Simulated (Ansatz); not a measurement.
**SiH2ClO (SMILES O[SiH]Cl) at UMP2/STO-3G**

What is the vertical doublet–quartet gap of SiH2ClO at UMP2/STO-3G? 

The calculation is run with Ansatz 0.2.0.

### Step 1. The molecule

SiH2ClO: 5 atoms, total charge 0, spin state doublet. SMILES: `O[SiH]Cl`. The coordinates come from a PBE0-D4/def2-TZVP relaxation. This is one conformer, not always the lowest.

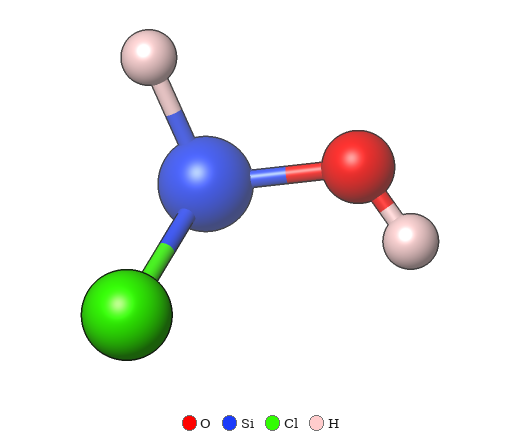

Viewed from a chosen angle; oxygen red, silicon blue, chlorine green, hydrogen pink.

### Step 2. The energy at UMP2/STO-3G

File molecule.yaml:

```yaml
crystal:
  periodic: [false, false, false]
  atoms:
    - {symbol: O, position_ang: [-0.806100, -0.432000, -0.746500]}
    - {symbol: Si, position_ang: [-0.092300, 0.479800, 0.414000]}
    - {symbol: Cl, position_ang: [1.606600, -0.440800, 1.143600]}
    - {symbol: H, position_ang: [-1.024100, -1.343200, -0.540000]}
    - {symbol: H, position_ang: [0.316000, 1.736300, -0.271100]}
basis:
  gaussian: {orbitals: STO-3G}
magnetization: {spin_polarized: true, initial_magnetization: 1}
correlation: {method: mp2, frozen_orbitals: {Cl: 5, H: 0, O: 1, Si: 5}}
accuracy: high
```

Launch:

```sh
$ ansatz run molecule.yaml --threads 1 --pin off --max-ram 2610MiB --events-out events.jsonl --progress --plain --runs-dir runs
```

The program printed:

```text
Warning: RAYON_NUM_THREADS=1 ignored (pool sized by the plan → 1); use --threads N
Functional definition: HF
  name "HF"
  exchange = exact_x
  correlation = 0
460 factors; integrals over basis functions are off by at most 3.1e-8 eV
mean field evaluation 1: about -22181.0025 eV, gradient 1.4e1 eV
mean field evaluation 2: about -22181.0647 eV, gradient 1.4e1 eV
mean field evaluation 4: about -22182.8760 eV, gradient 1.3e0 eV
mean field evaluation 8: about -22182.9143 eV, gradient 2.1e-4 eV
mean field -22182.91278159 eV, -815.2070086051 hartree, gradient 2.0e-8 eV, S^2 0.753429; 0 other end points of the search recorded, 0 dependent functions left out
11 core orbitals not correlated: weight in the atoms' cores, before any rotation towards them, 1.000 or more for the frozen orbitals, at most 0.000 for the correlated occupied ones
reference -22182.91278159 eV, -815.2070086051 hartree; 10, 9 occupied and 4, 5 virtual orbitals, 460 factors
second order -1.85348173 eV of doubles, -0.00000000 eV of singles
Total energy: -22184.76626332 eV, -815.2751228023 hartree
```

It took 0.2 s on 1 thread of Arm Neoverse V2, shared host.

### Step 3. The quartet at the same level

File job.yaml:

```yaml
crystal:
  periodic: [false, false, false]
  atoms:
    - {symbol: O, position_ang: [-0.806100, -0.432000, -0.746500]}
    - {symbol: Si, position_ang: [-0.092300, 0.479800, 0.414000]}
    - {symbol: Cl, position_ang: [1.606600, -0.440800, 1.143600]}
    - {symbol: H, position_ang: [-1.024100, -1.343200, -0.540000]}
    - {symbol: H, position_ang: [0.316000, 1.736300, -0.271100]}
basis:
  gaussian:
    orbitals: STO-3G
correlation:
  method: mp2
  frozen_orbitals: {Cl: 5, H: 0, O: 1, Si: 5}
magnetization:
  spin_polarized: true
  initial_magnetization: 3
accuracy: high
```

Launch:

```sh
$ ansatz run job.yaml --threads 1 --pin off --max-ram 2610MiB --events-out events.jsonl --progress --plain --runs-dir runs
```

The program printed, cut to the lines that bear on the results:

```text
Warning: RAYON_NUM_THREADS=1 ignored (pool sized by the plan → 1); use --threads N
[... 2 set-up lines as earlier in the session ...]
[...]
460 factors; integrals over basis functions are off by at most 3.1e-8 eV
[...]
mean field -22173.79713657 eV, -814.8720148293 hartree, gradient 2.5e-8 eV, S^2 3.754920; 7 other end points of the search recorded, 0 dependent functions left out
11 core orbitals not correlated: weight in the atoms' cores, before any rotation towards them, 1.000 or more for the frozen orbitals, at most 0.000 for the correlated occupied ones
reference -22173.79713657 eV, -814.8720148293 hartree; 11, 8 occupied and 3, 6 virtual orbitals, 460 factors
second order -1.18520189 eV of doubles, -0.00000000 eV of singles
Total energy: -22174.98233846 eV, -814.9155701954 hartree
```

Run time: 0.5 s. Hardware: 1 thread of Arm Neoverse V2, shared host.

### Step 4. Summary of results

At UMP2/STO-3G, 11 core orbitals frozen:

| quantity | value |
| --- | --- |
| doublet: total energy | -815.27512 Eh |
| doublet: correlation energy (11 core orbitals frozen) | -68.1 mEh |
| doublet: ⟨S²⟩ of the reference determinant | 0.753 |
| quartet: total energy | -814.91557 Eh |
| quartet: correlation energy (11 core orbitals frozen) | -43.6 mEh |
| quartet: ⟨S²⟩ of the reference determinant | 3.755 |
| vertical energy of the quartet above the doublet | 9.784 eV |

**Reading.** At this shape the quartet lies 9.78 eV (226 kcal/mol) above the doublet. In a minimal basis such a difference can be off by several eV, whatever the method.
